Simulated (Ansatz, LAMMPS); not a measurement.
# Gap against volume in glassy B2O3 (150 atoms)

Density of this cell: 2.01 g/cm³. The cell holds 150 atoms: 60 B and 90 O. Its edges and angles: a = 11.375 Å, b = 12.170 Å, c = 12.471 Å, α = 90.6°, β = 91.5°, γ = 89.4°. The starting structure: 150 atoms (60 B, 90 O) placed at random at 1.93 g/cm³, melted at 3000 K for 20 ps at fixed volume with the Buckingham and Coulomb pair potential of Guillot and Sator (Geochim. Cosmochim. Acta 71, 1249 (2007)) with the boron terms of Wang et al. (J. Non-Cryst. Solids 498, 294 (2018)). Quenched from 3000 K to 300 K at 100 K/ps and fixed volume, held 10 ps at zero pressure.

Calculated with Ansatz 0.2.0: Kohn-Sham DFT, PBE, PAW (set soft_2), plane waves; cutoff 420 eV, Γ point, fixed occupations. The relaxed cell was scaled evenly and the atoms were relaxed at each volume. The gap is that between the highest filled and the lowest empty Kohn-Sham level on the run's k-points.

| volume (Å³/atom) | gap (eV) |
| --- | --- |
| 10.353 | 5.793 |
| 10.814 | 5.745 |
| 11.159 | ? |
| 11.504 | 5.632 |
| 11.849 | 5.588 |
| 12.194 | 5.544 |

**Question.** Fit a straight line in ln V to the rows given and interpolate to the withheld row.

**Working.**

A volume deformation potential makes the spacing linear in u = ln(V/V0), with V0 = 11.504 Å³ the relaxed volume; v is the spacing.

| u = ln(V/V0) | v (eV) |
| --- | --- |
| -0.105360 | 5.793 |
| -0.0618757 | 5.7448 |
| 0 | 5.6319 |
| 0.0295590 | 5.5875 |
| 0.0582692 | 5.544 |

With n = 5: mean u = -0.0158816, mean v = 5.66024, Σ(u − ū)² = 0.017937, Σ(u − ū)(v − v̄) = -0.028143. Slope b = -0.028143 / 0.017937 = -1.5690; intercept a = v̄ − b ū = 5.6353.

At the withheld volume u = -0.03046, and v = a + b u.

Prediction at 11.159: 5.683 eV. The run gave 5.700 eV, so the fit is low by 0.017 eV (0.29 % of the value).

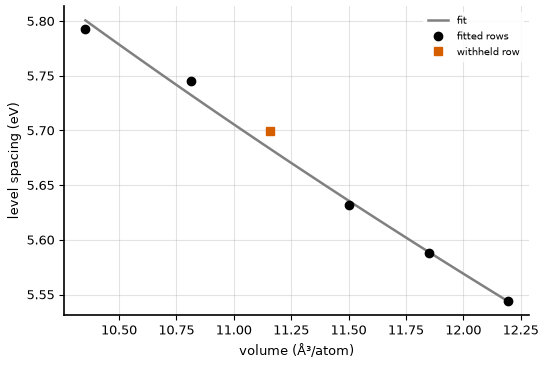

The fit, the rows that it rests on and the withheld row.

The slope, -1.57 eV, says that the spacing narrows on expansion. Among the rows given, the largest miss of the fit is at 10.814, by 0.012 eV (5.0 % of the range of the table).

Limits: The table spans 16 % in volume, wide for a linear law. Semilocal functionals tend to put gaps under measured ones. Only the Γ point is sampled. Atoms move by up to 0.7 Å in these relaxations, so the structure changes along the series. Defect or tail levels can set the spacing of a disordered cell.

[Hosts, paths, dates, database ids (printed as entryN), source tags and the programs' standing remarks are cut or masked in the printed files.]
